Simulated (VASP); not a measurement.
Band structure of Ge (diamond). Computed with PW91 GGA, VASP's PBE PAW potentials (set 64) (plane waves; VASP 6.6.1).

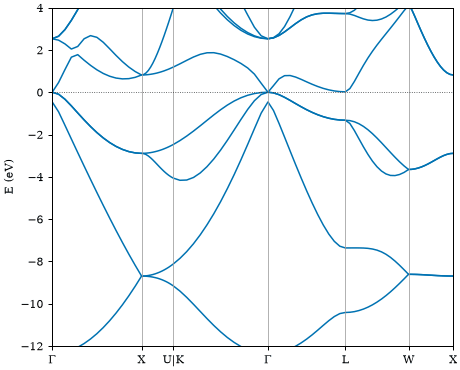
Figure. Bands along high-symmetry lines, zero at the valence-band maximum or, without a gap, the Fermi level

Problem. Read the plot: is there a gap, and where are the band edges?

Solution. It has no gap at this level: it comes out as a metal or semimetal. (Edges off the drawn lines would not show.)

Measured: gap 0.79 eV (computed value off by -0.79 eV), as given by Anna Miglio et al., npj Computational Materials (2020), arXiv:2011.12765 [measured zero-point renormalisation of 52 meV added back].

The compound is Ge in the diamond structure. It was relaxed first, which changed the volume by +5 %.
